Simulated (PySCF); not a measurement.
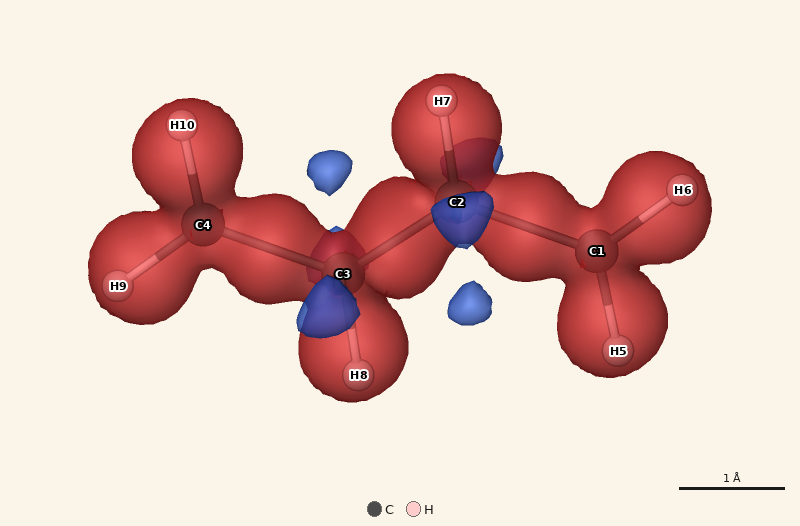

Figure 1: C4H6, triplet, SMILES `[CH2]C=C[CH2]`. Deformation density (molecule less spherical, spin-averaged free atoms at the same positions), surfaces at ±0.1 e/Å³; red: gain, blue: loss.

PySCF calculation, HF/def2-TZVP, gas phase; geometry: GFN2-xTB. No frequency check shows the geometry to be a minimum. The stability of the open-shell solution wasn't checked. GFN2-xTB doesn't know the spin state, so this open-shell geometry is rough.

Input script:

```python
import numpy as np
from pyscf import gto, scf, dft
from pyscf.scf import atom_ks, atom_hf
from scipy.linalg import block_diag

def solve(mol, dm0=None, hcore=None):
    mf = scf.UHF(mol) if mol.spin else scf.RHF(mol)
    mf = mf.density_fit(auxbasis='def2-universal-jkfit')
    mf.conv_tol, mf.max_cycle = 1e-8, 80
    if hcore is not None:
        mf.get_hcore = lambda *args: hcore
    mf.kernel(dm0)
    if not mf.converged:
        mf = mf.newton().run(mf.mo_coeff, mf.mo_occ, max_cycle=30)
    assert mf.converged, 'SCF not converged'
    return mf

mol = gto.M(atom='''
C     -1.89519     0.09747     0.00000
C     -0.55195    -0.39857     0.00000
C      0.55195     0.39857     0.00000
C      1.89519    -0.09747     0.00000
H     -2.08396     1.15419     0.00000
H     -2.72959    -0.57567     0.00000
H     -0.42268    -1.47238     0.00000
H      0.42268     1.47238     0.00000
H      2.72959     0.57567     0.00000
H      2.08396    -1.15419     0.00000
''', basis='def2-tzvp', charge=0, spin=2, verbose=4)
mf = solve(mol)
mf.analyze()
# spherically averaged free atoms, for the promolecule
atm = scf.atom_hf.get_atm_nrhf(mol)
pro = block_diag(*[(atm[a[0]][2] * atm[a[0]][3]) @ atm[a[0]][2].T for a in mol._atom])
np.savez('result.npz', e=mf.e_tot, c=mf.mo_coeff, occ=mf.mo_occ, eps=mf.mo_energy, pro=pro, dip=mf.dip_moment(verbose=0), s2=mf.spin_square()[0])
```

Run with:

```sh
OMP_NUM_THREADS=1 python input.py
```

The run took 3.4 s on 1 thread of Intel(R) Xeon(R) Platinum 8259CL CPU @ 2.50GHz (Skylake/Cascade Lake), with other jobs on the host, peak memory 0.24 GiB.

Partitions, critical points and surface values were worked out afterwards from this run's density.

Describe the bonding that the map shows.

Answer. C2–C3: +0.86 e/Å³ at the bond critical point (bond length 1.36 Å, Mayer order 1.9). C1–H6 and C4–H9: +0.77 e/Å³ at the bond critical point (bond length 1.07 Å, Mayer order 1.0). C2–H7 and C3–H8: +0.77 e/Å³ at the bond critical point (bond length 1.08 Å, Mayer order 1.0). C1–H5 and C4–H10: +0.77 e/Å³ at the bond critical point (bond length 1.07 Å, Mayer order 1.0). C1–C2 and C3–C4: +0.76 e/Å³ at the bond critical point (bond length 1.43 Å, Mayer order 1.0). In all, 2.3 electrons gather in the regions of gain relative to the promolecule.

Where do the Hirshfeld charges lie?

Answer. The highest Hirshfeld charge is on H7 and H8 (+0.06 e), the lowest on C1 and C4 (−0.07 e).

| atom | charge (e) |
| --- | --- |
| C1 | −0.07 |
| C2 | −0.07 |
| C3 | −0.07 |
| C4 | −0.07 |
| H5 | +0.05 |
| H6 | +0.04 |
| H7 | +0.06 |
| H8 | +0.06 |
| H9 | +0.04 |
| H10 | +0.05 |
